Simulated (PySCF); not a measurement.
# What a change does: NMR shielding calculation on C3H4O3

System: C3H4O3 (ethylene carbonate).
Method of the first run: GIAO PBE0/pcSseg-1 NMR shielding, non-relativistic, IEF-PCM chloroform (PySCF 2.14.0).

The geometry comes from this level: PBE0-D3(BJ)/def2-SVP. Text and figures count atoms from 1; the logs count them from 0 in places.

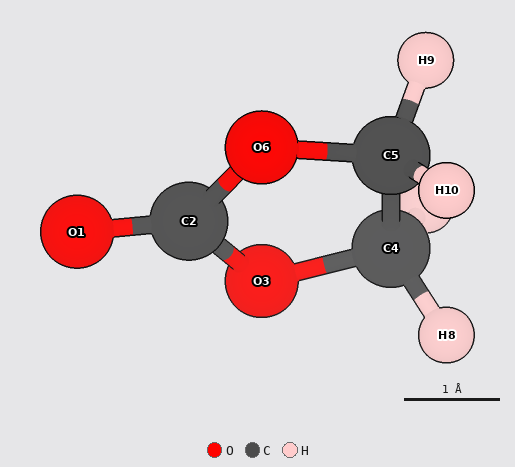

The structure (ball-and-stick view, seen at a tilt; atoms are numbered from 1 in the order of the input). Bond lengths as drawn: C–C 1.54 Å, C–H 1.10 Å and C–O 1.18 to 1.41 Å.

### Input, the first run
```
{"job": {"kind": "nmr", "xc": "PBE0", "basis": "pcSseg-1", "solvent": "chloroform", "pop": false}, "charge": 0, "multiplicity": 1}
O      2.549977     0.517005    -0.734376
C      1.432829     0.288550    -0.412885
O      0.897911    -0.943092    -0.293688
C     -0.453365    -0.877646     0.106722
C     -0.724027     0.631191     0.233240
O      0.509759     1.223111    -0.110902
H     -0.577614    -1.417156     1.057594
H     -1.081574    -1.362269    -0.655647
H     -0.998929     0.934601     1.254453
H     -1.502683     0.985440    -0.458922
```

The first line tells a small driver script what to run in PySCF; the rest is the geometry in Å.

Launched with:
```bash
OMP_NUM_THREADS=1 python <driver script> task.json out
```

Hardware: 1 CPU thread, shared host.

### Output (the first run)
```
coarse grid: 9000 points
cycle   1  E = -341.7808036459  dE =  1.256e+00  |g| = 9.626e-01  |ddm| = 2.814e+00
cycle   2  E = -341.5138805876  dE =  2.669e-01  |g| = 1.567e+00  |ddm| = 1.262e+00
cycle   3  E = -341.9341378415  dE = -4.203e-01  |g| = 2.148e-01  |ddm| = 8.720e-01
cycle   4  E = -341.9415620568  dE = -7.424e-03  |g| = 7.071e-02  |ddm| = 1.530e-01
cycle   5  E = -341.9423752664  dE = -8.132e-04  |g| = 8.070e-03  |ddm| = 3.509e-02
cycle   6  E = -341.9423884393  dE = -1.317e-05  |g| = 2.508e-03  |ddm| = 6.807e-03
cycle   7  E = -341.9423896012  dE = -1.162e-06  |g| = 5.494e-04  |ddm| = 1.667e-03
final grid: 88736 points
cycle   8  E = -342.0096147568  dE = -1.460e-05  |g| = 1.385e-02  |ddm| = 1.791e-02
cycle   9  E = -342.0095822145  dE =  3.254e-05  |g| = 1.953e-02  |ddm| = 1.608e-02
cycle  10  E = -342.0096473031  dE = -6.509e-05  |g| = 1.329e-03  |ddm| = 9.560e-03
cycle  11  E = -342.0096476066  dE = -3.034e-07  |g| = 2.471e-04  |ddm| = 7.804e-04
cycle  12  E = -342.0096476151  dE = -8.552e-09  |g| = 1.068e-04  |ddm| = 1.893e-04
cycle  13  E = -342.0096476175  dE = -2.394e-09  |g| = 9.664e-06  |ddm| = 7.201e-05
cycle  14  E = -342.0096476175  dE = -2.069e-11  |g| = 1.978e-06  |ddm| = 8.371e-06
converged SCF energy = -342.0096476175

GIAO shielding tensors (ppm)
atom      isotropic    diamagn.    paramagn.     s11        s22        s33       span
  0 O       61.674     397.659    -335.986    -95.689    -39.916    320.626    416.315
  1 C       24.371     248.270    -223.899    -57.016     24.046    106.083    163.099
  2 O      187.056     398.079    -211.023     39.603    210.184    311.380    271.777
  3 C      120.588     246.906    -126.318     90.346    101.589    169.828     79.482
  4 C      120.576     246.899    -126.323     90.312    101.596    169.818     79.506
  5 O      186.970     398.101    -211.131     39.569    210.108    311.233    271.664
  6 H       26.824      28.566      -1.742     23.313     24.937     32.222      8.909
  7 H       26.824      28.574      -1.751     23.311     24.937     32.222      8.911
  8 H       26.826      28.576      -1.750     23.314     24.940     32.223      8.908
  9 H       26.823      28.577      -1.754     23.310     24.940     32.221      8.911
```

The input of the second run differs as follows (lines with − go, lines with + come):
```diff
-"solvent": "chloroform"
-"pop": false
+"solvent": "acetonitrile"
+"pop": true
```

Predict how the results change.

The total energy of the second run is 2.6 kcal/mol lower: the change of the electrostatic solvation energy at this fixed geometry, without cavity or dispersion terms. The HOMO goes from −8.75 to −8.66 eV. The dipole moment goes from 6.58 to 6.94 D. Of all shieldings, the largest change is that of O1, by +7.9 ppm. The number of SCF iterations is the same.

### Output (the second run)
```
coarse grid: 9000 points
cycle   1  E = -341.7882286724  dE =  1.248e+00  |g| = 9.560e-01  |ddm| = 2.814e+00
cycle   2  E = -341.5437735865  dE =  2.445e-01  |g| = 1.524e+00  |ddm| = 1.220e+00
cycle   3  E = -341.9396738071  dE = -3.959e-01  |g| = 1.969e-01  |ddm| = 8.312e-01
cycle   4  E = -341.9457754272  dE = -6.102e-03  |g| = 6.872e-02  |ddm| = 1.411e-01
cycle   5  E = -341.9465463621  dE = -7.709e-04  |g| = 7.599e-03  |ddm| = 3.441e-02
cycle   6  E = -341.9465578864  dE = -1.152e-05  |g| = 2.202e-03  |ddm| = 6.308e-03
cycle   7  E = -341.9465587773  dE = -8.910e-07  |g| = 4.547e-04  |ddm| = 1.492e-03
final grid: 88736 points
cycle   8  E = -342.0137803791  dE = -1.502e-05  |g| = 1.375e-02  |ddm| = 1.783e-02
cycle   9  E = -342.0137498229  dE =  3.056e-05  |g| = 1.920e-02  |ddm| = 1.570e-02
cycle  10  E = -342.0138124477  dE = -6.262e-05  |g| = 1.134e-03  |ddm| = 9.235e-03
cycle  11  E = -342.0138126702  dE = -2.225e-07  |g| = 2.396e-04  |ddm| = 6.793e-04
cycle  12  E = -342.0138126779  dE = -7.721e-09  |g| = 1.098e-04  |ddm| = 1.839e-04
cycle  13  E = -342.0138126804  dE = -2.474e-09  |g| = 8.547e-06  |ddm| = 7.146e-05
cycle  14  E = -342.0138126804  dE = -1.535e-11  |g| = 1.831e-06  |ddm| = 7.568e-06
converged SCF energy = -342.0138126804

GIAO shielding tensors (ppm)
atom      isotropic    diamagn.    paramagn.     s11        s22        s33       span
  0 O       69.612     398.123    -328.510    -85.243    -26.710    320.790    406.033
  1 C       23.205     248.240    -225.034    -55.658     24.173    101.101    156.758
  2 O      185.162     398.480    -213.318     35.724    210.718    309.044    273.320
  3 C      120.208     246.968    -126.760     89.724    100.775    170.126     80.403
  4 C      120.195     246.960    -126.765     89.689    100.780    170.115     80.426
  5 O      185.068     398.502    -213.434     35.674    210.644    308.887    273.213
  6 H       26.728      28.467      -1.739     23.209     24.837     32.139      8.930
  7 H       26.728      28.475      -1.748     23.207     24.836     32.139      8.932
  8 H       26.730      28.477      -1.747     23.211     24.839     32.140      8.930
  9 H       26.728      28.479      -1.751     23.205     24.840     32.138      8.933
```

### The two runs side by side

| quantity | the first run | the second run |
| --- | --- | --- |
| outcome | converged | converged |
| total energy (hartree) | −342.009648 | −342.013813 |
| HOMO (eV) | −8.75 | −8.66 |
| LUMO (eV) | 1.01 | 0.97 |
| dipole moment (D) | 6.58 | 6.94 |
| shielding of O1 (ppm) | 61.7 | 69.6 |
| shielding of C2 (ppm) | 24.4 | 23.2 |
| shielding of O3 (ppm) | 187.1 | 185.2 |
| shielding of C4 (ppm) | 120.6 | 120.2 |
| shielding of C5 (ppm) | 120.6 | 120.2 |
| shielding of O6 (ppm) | 187.0 | 185.1 |
| shielding of H8 (ppm) | 26.8 | 26.7 |
| SCF iterations | 14 | 14 |
| basis functions | 122 | 122 |
| wall time (shared host) | 12 s | 14 s |
